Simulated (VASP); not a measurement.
# SmTa: structure and properties in VASP, part 2 of 4

What structure does SmTa take at this level, and what are its properties? The cell is invented: it takes the structure of a Materials Project entry for YZr (space group 187 there), with all of its atoms replaced by other elements, volume scaled by an estimate. It may not be a known or stable phase.

VASP 6.6.1, plane waves and PAW; the level of theory is named at each step.

Still holding for the runs below: The cell holds one magnetic atom, so no antiferromagnetic order fits into it. The k-mesh is coarse for a metal. Without U or exact exchange the f electrons of Sm come out too delocalised, which can shrink the cell and pin f bands at the Fermi level.

So far, moment of the cell, from the last line of the log (μB): step 2 (relaxing cell and atoms (PBE + D4)) -5.59. The relaxed cell has a = 3.074, c = 5.428 Å (conventional setting).

### 3. Second relaxation

Level of this step: PBE with D4, spin-polarised from a ferromagnetic start (one magnetic atom a cell); plane waves and PAW (Ta_pv, Sm); invented cell (VASP).

A relaxation keeps the plane waves of the cell it began with, so it is repeated from the new cell, on a basis made for it.

File INCAR:

```
SYSTEM = SmTa
PREC = Accurate
ENCUT = 450
EDIFF = 1E-06
NELM = 100
ISMEAR = 1
SIGMA = 0.2
LREAL = .FALSE.
ALGO = Normal
GGA = PE
IVDW = 13
ISPIN = 2
MAGMOM = 0 5
LMAXMIX = 6
LORBIT = 11
LWAVE = .FALSE.
LCHARG = .FALSE.
IBRION = 2
NSW = 60
ISIF = 3
EDIFFG = -0.01
```

File POSCAR:

```
SmTa
1.0
    3.0740551692      0.0000000000      0.0000000000
   -1.5370275846      2.6622102010      0.0000000000
    0.0000000000      0.0000000000      5.4277549609
Ta Sm
1 1
Direct
    0.3333333300      0.6666666700      0.0000000000
    0.6666666700      0.3333333300      0.5000000000
```

File KPOINTS:

```
Automatic mesh
0
Gamma
7 7 4
0 0 0
```

PAW data sets: Ta_pv and Sm (PBE family, release 64).

Launch:

```
> mpirun -np 1 vasp_std
```

The log of the run:

```text
[... set-up lines as in an earlier step ...]
 entering main loop
       N       E                     dE             d eps       ncg     rms          rms(c)
DAV:   1     0.157560239353E+03    0.15756E+03   -0.10723E+04  2484   0.485E+03
DAV:   2     0.481922640992E+01   -0.15274E+03   -0.14367E+03  2436   0.439E+02
DAV:   3    -0.176861494015E+02   -0.22505E+02   -0.21154E+02  3296   0.138E+02
DAV:   4    -0.200202640520E+02   -0.23341E+01   -0.22282E+01  3728   0.363E+01
DAV:   5    -0.202696283074E+02   -0.24936E+00   -0.23581E+00  3428   0.100E+01    0.421E+01
DAV:   6    -0.238621186047E+02   -0.35925E+01   -0.38870E+01  3380   0.560E+01    0.524E+01
DAV:   7    -0.258832767321E+02   -0.20212E+01   -0.78655E+01  3092   0.130E+02    0.189E+02
DAV:   8    -0.278020733546E+02   -0.19188E+01   -0.43438E+00  3560   0.164E+01    0.123E+02
DAV:   9    -0.194406307392E+02    0.83614E+01   -0.22747E+01  2808   0.106E+02    0.431E+01
DAV:  10    -0.197131533751E+02   -0.27252E+00   -0.25320E+00  3600   0.127E+01    0.130E+01
DAV:  11    -0.198212373817E+02   -0.10808E+00   -0.15062E-01  3536   0.674E+00    0.792E+00
DAV:  12    -0.198349398732E+02   -0.13702E-01   -0.54942E-02  3344   0.609E+00    0.666E+00
DAV:  13    -0.198760299489E+02   -0.41090E-01   -0.20267E-02  3700   0.298E+00    0.442E+00
DAV:  14    -0.199081564944E+02   -0.32127E-01   -0.29281E-02  3364   0.432E+00    0.245E+00
DAV:  15    -0.199003061398E+02    0.78504E-02   -0.12544E-02  3328   0.305E+00    0.131E+00
DAV:  16    -0.199041340364E+02   -0.38279E-02   -0.60673E-03  3344   0.190E+00    0.983E-01
DAV:  17    -0.199054620256E+02   -0.13280E-02   -0.42386E-03  3448   0.166E+00    0.605E-01
DAV:  18    -0.199051871715E+02    0.27485E-03   -0.19748E-03  2972   0.137E+00    0.618E-01
DAV:  19    -0.199051666943E+02    0.20477E-04   -0.54377E-04  3620   0.556E-01    0.516E-01
DAV:  20    -0.199051053275E+02    0.61367E-04   -0.16506E-04  3444   0.286E-01    0.524E-01
DAV:  21    -0.199051400867E+02   -0.34759E-04   -0.59403E-05  3264   0.212E-01    0.488E-01
DAV:  22    -0.199051180991E+02    0.21988E-04   -0.21364E-05  3152   0.146E-01    0.548E-01
DAV:  23    -0.199051195104E+02   -0.14112E-05   -0.67952E-06  2900   0.640E-02    0.559E-01
DAV:  24    -0.199051210509E+02   -0.15405E-05   -0.71144E-07  2000   0.160E-02    0.572E-01
DAV:  25    -0.199051161552E+02    0.48956E-05   -0.84061E-07  2064   0.228E-02    0.606E-01
DAV:  26    -0.199051161412E+02    0.13977E-07   -0.28090E-07  1416   0.724E-03
   1 F= -.20539902E+02 E0= -.20536940E+02  d E =-.205399E+02  mag=     5.5947
 curvature:   0.00 expect dE= 0.000E+00 dE for cont linesearch  0.000E+00
 trial: gam= 0.00000 g(F)=  0.331E-44 g(S)=  0.695E-04 ort = 0.000E+00 (trialstep = 0.100E+01)
 search vector abs. value=  0.695E-04
 bond charge predicted
       N       E                     dE             d eps       ncg     rms          rms(c)
DAV:   1    -0.199060944512E+02   -0.97830E-03   -0.12787E-02  2740   0.517E+00    0.645E-01
DAV:   2    -0.199408358852E+02   -0.34741E-01   -0.43061E-02  3392   0.645E+00    0.448E+00
DAV:   3    -0.199050967942E+02    0.35739E-01   -0.27530E-02  2960   0.506E+00    0.459E-01
DAV:   4    -0.199053953267E+02   -0.29853E-03   -0.19793E-03  3528   0.789E-01    0.205E-01
DAV:   5    -0.199053125689E+02    0.82758E-04   -0.32617E-04  3260   0.525E-01    0.234E-01
DAV:   6    -0.199053263273E+02   -0.13758E-04   -0.19902E-04  3388   0.394E-01    0.148E-01
DAV:   7    -0.199053335273E+02   -0.72000E-05   -0.14788E-04  2888   0.406E-01    0.959E-02
DAV:   8    -0.199053440771E+02   -0.10550E-04   -0.29543E-05  3516   0.131E-01    0.628E-02
DAV:   9    -0.199053359983E+02    0.80788E-05   -0.21043E-05  3192   0.133E-01    0.348E-02
DAV:  10    -0.199053348675E+02    0.11308E-05   -0.17562E-06  2044   0.335E-02    0.148E-02
DAV:  11    -0.199053353148E+02   -0.44725E-06   -0.19461E-06  1912   0.196E-02
   2 F= -.20539942E+02 E0= -.20536930E+02  d E =-.399050E-04  mag=     5.5900
[... from here on, the cycles between the ionic steps are left out ...]
   3 F= -.20539942E+02 E0= -.20536935E+02  d E =-.404643E-04  mag=     5.5899
   4 F= -.20539954E+02 E0= -.20536931E+02  d E =-.116423E-04  mag=     5.5905
   5 F= -.20539979E+02 E0= -.20536921E+02  d E =-.369517E-04  mag=     5.5924
   6 F= -.20539998E+02 E0= -.20536874E+02  d E =-.557317E-04  mag=     5.5961
   7 F= -.20539992E+02 E0= -.20536833E+02  d E =-.502230E-04  mag=     5.5980
   8 F= -.20539998E+02 E0= -.20536856E+02  d E =-.554443E-04  mag=     5.5971
   9 F= -.20540000E+02 E0= -.20536871E+02  d E =-.574302E-04  mag=     5.5966
  10 F= -.20540017E+02 E0= -.20536889E+02  d E =-.175381E-04  mag=     5.5964
 ZBRENT: can't locate minimum, use default step
 trial-energy change:   -0.000018  1 .order   -0.000028   -0.000027   -0.000030
 step:   0.3297(harm=  0.3297)  dis= 0.00000  next Energy=   -20.540130 (dE=-0.131E-03)
 bond charge predicted
       N       E                     dE             d eps       ncg     rms          rms(c)
DAV:   1    -0.199069876420E+02   -0.25290E-02   -0.85277E-03  3100   0.229E+00    0.144E+00
DAV:   2    -0.202340506685E+02   -0.32706E+00   -0.37463E-01  3052   0.180E+01    0.135E+01
DAV:   3    -0.198980693320E+02    0.33598E+00   -0.27106E-01  2984   0.170E+01    0.463E-01
DAV:   4    -0.199036118400E+02   -0.55425E-02   -0.13277E-02  3408   0.987E-01    0.359E-01
DAV:   5    -0.199037245280E+02   -0.11269E-03   -0.10505E-03  3480   0.456E-01    0.120E-01
DAV:   6    -0.199037345800E+02   -0.10052E-04   -0.88227E-05  3232   0.109E-01    0.735E-02
DAV:   7    -0.199037401963E+02   -0.56163E-05   -0.21629E-05  3720   0.674E-02    0.689E-02
DAV:   8    -0.199037375118E+02    0.26845E-05   -0.46714E-06  2464   0.549E-02    0.531E-02
DAV:   9    -0.199037375781E+02   -0.66331E-07   -0.69497E-06  3084   0.428E-02
  11 F= -.20540051E+02 E0= -.20536946E+02  d E =-.512811E-04  mag=     5.5952
 curvature:  -0.26 expect dE=-0.175E-06 dE for cont linesearch -0.113E-07
 trial: gam=-0.00003 g(F)=  0.123E-44 g(S)=  0.671E-06 ort = 0.378E-05 (trialstep = 0.132E+00)
 search vector abs. value=  0.671E-06
 reached required accuracy - stopping structural energy minimisation
```

Wall time 5.9 min (1 MPI rank of AMD EPYC 7R43, shared host); peak memory 0.21 GiB.

Parts of OUTCAR (step 3):

```text
  LATTYP: Found a hexagonal cell.
 ALAT       =     3.0740551692
 C/A-ratio  =     1.7656660867

The static configuration has the point symmetry D_3h.

 Found     24 irreducible k-points:

   ENCUT  =  450.0 eV  33.07 Ry    5.75 a.u.   5.32  5.32  9.39*2*pi/ulx,y,z

   NELECT =      27.0000    total number of electrons

 E-fermi :   4.7986

 spin component 1
 k-point     1 :       0.0000    0.0000    0.0000
  band No.  band energies     occupation
    ...
     11       4.4200      1.01113
     12       4.5047      1.02898
     13       4.5047      1.02898
     14       4.6212      1.00909
     15       4.6212      1.00909
     16       4.8577      0.26153
     17       5.3506     -0.00034
     18       5.8437     -0.00000
     19       5.8437     -0.00000
     20       6.6252     -0.00000

 k-point     2 :       0.1429    0.0000    0.0000
  band No.  band energies     occupation
    ...
     12       4.4352      1.01379
     13       4.4718      1.02149
     14       4.5474      1.03531
     15       4.6000      1.02440
     16       4.6921      0.88755
     17       5.0944     -0.02858
     18       5.5322     -0.00000
     19       6.0925     -0.00000
     20       6.4224     -0.00000

 k-point     3 :       0.2857    0.0000    0.0000
  band No.  band energies     occupation
    ...
     13       4.4024      1.00850
     14       4.4258      1.01209
     15       4.6603      0.95697
     16       4.6672      0.94401
     17       4.7130      0.82809
     18       5.0128     -0.03100
     19       5.9718     -0.00000
     20       6.5901     -0.00000

 k-point     4 :       0.4286    0.0000    0.0000
  band No.  band energies     occupation
    ...
     13       4.3003      1.00120
     14       4.6631      0.95185
     15       4.6656      0.94705
     16       4.7082      0.84250
     17       4.7821      0.56946
     18       5.3876     -0.00013
     19       5.8437     -0.00000
     20       6.2917     -0.00000

  DFT-D4 for vdW energy calculation

  Edisp (eV):   -0.63631

  Total      -0.00333    -0.00333     0.00236     0.00000     0.00000     0.00000
  in kB      -0.12058    -0.12058     0.08540     0.00000     0.00000     0.00000
  external pressure =       -0.05 kB  Pullay stress =        0.00 kB

  energy-cutoff  :      450.00
  volume of cell :       44.30
      direct lattice vectors                 reciprocal lattice vectors
     3.067427014  0.000000000 -0.000000000     0.326006127  0.188219702  0.000000000
    -1.533713507  2.656470048  0.000000000    -0.000000000  0.376439403 -0.000000000
    -0.000000000  0.000000000  5.436850806     0.000000000 -0.000000000  0.183930006

 POSITION                                       TOTAL-FORCE (eV/Angst)
 -----------------------------------------------------------------------------------
     -0.00000      1.77098      0.00000        -0.000000     -0.000000      0.000000
      1.53371      0.88549      2.71843         0.000000      0.000000     -0.000000
 -----------------------------------------------------------------------------------
    total drift:                               -0.000022      0.000012      0.000000

  FREE ENERGIE OF THE ION-ELECTRON SYSTEM (eV)
  ---------------------------------------------------
  free  energy   TOTEN  =       -20.5400509214 eV

  energy  without entropy=      -20.5307369992  energy(sigma->0) =      -20.53694628

 total charge
# of ion       s       p       d       f       tot
--------------------------------------------------
    1        0.383   6.103   2.240   0.000   8.726
    2        2.083   5.589   0.759   5.445  13.877
--------------------------------------------------
tot          2.466  11.692   2.999   5.445  22.603

 magnetization (x)
# of ion       s       p       d       f       tot
--------------------------------------------------
    1       -0.012  -0.007  -0.265   0.000  -0.285
    2        0.006  -0.075   0.233   5.365   5.530
--------------------------------------------------
tot         -0.006  -0.082  -0.032   5.365   5.245

[... 4 parts as in an earlier step ...]

[... 11 further parts left out ...]
```

CONTCAR:

```
SmTa
   1.00000000000000
     3.0674270139763857    0.0000000000000000   -0.0000000000000000
    -1.5337135069881929    2.6564700480515890    0.0000000000000000
    -0.0000000000000000    0.0000000000000000    5.4368508062380903
  Ta              Sm
     1     1
Direct
     0.3333333300000021    0.6666666699999979    0.0000000000000000
     0.6666666699999979    0.3333333300000021    0.5000000000000000
```

The steps of the relaxation:

```
step  energy less that of the first step (eV)  largest force (eV/Å)  pressure (GPa)  volume (Å³)
   1                                   0.0000                0.0000            0.01        44.42
   2                                   0.0000                0.0000           -0.30        44.43
   3                                   0.0000                0.0000           -0.26        44.43
   4                                  -0.0001                0.0000           -0.23        44.42
   5                                  -0.0001                0.0000           -0.29        44.41
   6                                  -0.0001                0.0000           -0.18        44.37
   7                                  -0.0001                0.0000           -0.20        44.36
   8                                  -0.0001                0.0000           -0.13        44.37
   9                                  -0.0001                0.0000           -0.22        44.37
  10                                  -0.0001                0.0000           -0.25        44.35
  11                                  -0.0001                0.0000           -0.01        44.30
```

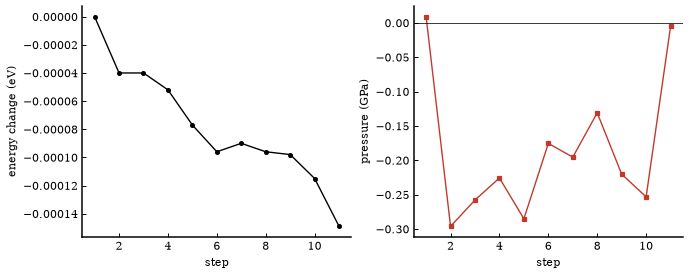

Energy and pressure along the relaxation.

```
conventional cell, symmetrised  before  after  change
                         a (Å)   3.074  3.067  -0.2 %
                         b (Å)   3.074  3.067  -0.2 %
                         c (Å)   5.428  5.437  +0.2 %
              volume (Å³/atom)   22.21  22.15  -0.3 %
```

Final coordinates:

```
Ta Sm
1.0
     3.06743    0.00000    0.00000
    -1.53371    2.65647    0.00000
     0.00000    0.00000    5.43685
Ta Sm
1 1
Direct
  0.33333 0.66667 0.00000
  0.66667 0.33333 0.50000
```

This step gave:

```yaml
free_energy_toten: -20.54 eV
energy_at_zero_smearing: -20.54 eV
fermi_energy: 4.799 eV
pressure: -0.005192 GPa
moment_of_the_cell_from_the_last_line_of_the_log: 5.595 μB
scf_cycles_over_all_ionic_steps: 103
```

Spin moment in the PAW sphere by atom:

```
atom  spin moment in the PAW sphere (μB)
 Ta1                               -0.28
 Sm2                                5.53
```

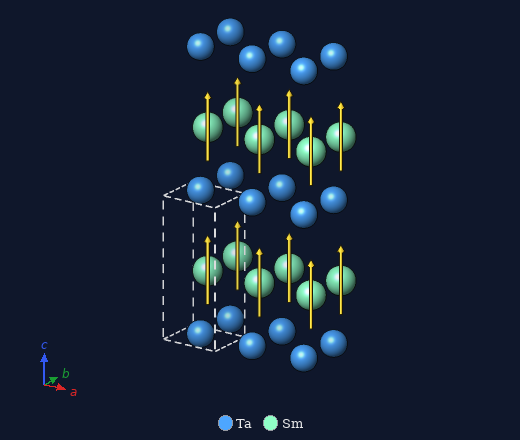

Spin moment in the PAW sphere as arrows, the longest 5.53 μB. Up and down stand for the sign. Arrows give size and sign along the axis of quantisation, drawn up and down the page. 3×2×2 cells are drawn. Some periodic images of atoms are drawn too.

It ends with forces that vanish by symmetry and a pressure of -0.01 GPa.

(Continued in part 3 of 4.)

[Lines on the potential files, build, host, timing and source positions are cut from VASP's logs without a mark.]

[Logs are printed without paths, hosts, clocks, repeated set-up lines and the standing remarks that a program may print on its own settings, such as how far it seeks lower states.]

[Hosts, paths, dates, database ids (printed as entryN), source tags and the programs' standing remarks are cut or masked in the printed files.]

[A measured line is paired with the nearest computed mode of its activity, which favours agreement.]

[In band tables of VASP the shares of atoms and orbitals are scaled to a sum of 1 inside the atoms' spheres.]
